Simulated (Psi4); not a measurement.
**O2F (SMILES [O]OF): UHF/def2-SVP**

Wanted: a single-point energy of O2F. 

Program for the calculation: Psi4 1.11.

1 further run of the same task is left out (it didn't finish).

## Step 1: The system as given

The species is O2F (3 atoms), meant as a doublet with charge 0. As SMILES, `[O]OF`. Geometry: relaxed at GFN2-xTB.

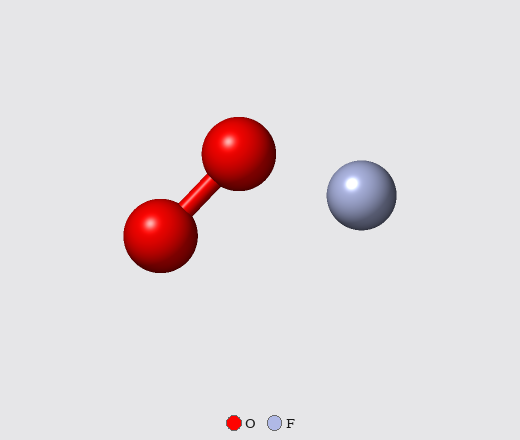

Viewed from a chosen angle; oxygen red, fluorine light blue.

## Step 2: A single-point energy at UHF/def2-SVP

Contents of job.inp:

```
memory 1.6 GB

molecule mol {
  0 2
  O
  O 1 1.19371
  F 2 1.563004 1 113.04017
  symmetry c1
  no_reorient
  no_com
}

set basis def2-SVP
set reference uhf
set puream true
set e_convergence 1e-09
set d_convergence 1e-08
set scf_type pk
set maxiter 200

e_tot, wfn = energy("scf", return_wfn=True)
print_variables()
```

Command:

```sh
$ psi4 -n 1 job.inp job.out
```

job.out:

```text
[...]
  Running in c1 symmetry.
[...]
  Nuclear repulsion =   69.253924793060804
[...]
  Multiplicity = 2
[...]
  Nalpha       = 13
  Nbeta        = 12
[...]
    Number of basis functions: 42
[...]
   @UHF iter   1:  -248.53094073127366   -7.07817e-01   1.33369e-02 DIIS/ADIIS
[...]
   @UHF iter  23:  -248.67988358777384    1.70530e-13   6.50072e-09 DIIS
[...]
   @S^2 Observed:                7.637080887E-01
[...]
    Orbital Energies [Eh]
    ---------------------
    Alpha Occupied:
       1A    -26.330736     2A    -20.840639     3A    -20.768488
       4A     -1.760165     5A     -1.541022     6A     -1.170506
       7A     -0.903709     8A     -0.825164     9A     -0.803350
      10A     -0.679183    11A     -0.654840    12A     -0.576379
      13A     -0.550448
    Alpha Virtual:
      14A      0.058890    15A      0.439102    16A      0.932314
      17A      1.014980    18A      1.062996    19A      1.082683
      20A      1.112912    21A      1.136334    22A      1.263627
      23A      1.392451    24A      1.476998    25A      1.528911
[...]
  @UHF Final Energy:  -248.67988358777384
   => Energetics <=
    Nuclear Repulsion Energy =             69.2539247930608042
    One-Electron Energy =                -482.1594151030036528
    Two-Electron Energy =                 164.2256067221689761
    Total Energy =                       -248.6798835877738441
  UHF NO Occupations:
  HONO-2 :   11  A 1.9976039
  HONO-1 :   12  A 1.9972330
[...]
 Multipole Moments:
 ------------------------------------------------------------------------------------
     Multipole            Electronic (a.u.)      Nuclear  (a.u.)        Total (a.u.)
 ------------------------------------------------------------------------------------
 L = 1.  Multiply by 2.5417464519 to convert [e a0] to [Debye]
 Dipole X            :          0.3799477           -0.8564325           -0.4764848
 Dipole Y            :         -0.3936692            0.7196328            0.3259636
 Dipole Z            :         -0.0000000            0.0000000           -0.0000000
 Magnitude           :                                                    0.5773128
[...]
```

Wall time 2.4 s (1 thread of Intel Xeon Platinum 8488C (Sapphire Rapids), shared host); peak memory 0.19 GiB.

## Step 3: What came out

At UHF/def2-SVP:

| quantity | value |
| --- | --- |
| total energy | -248.67988 Eh |
| dipole moment | 1.47 D |
| HOMO energy (highest over α and β) | -14.07 eV |
| LUMO energy (lowest over α and β) | 1.60 eV |
| ⟨S²⟩ | 0.764 |
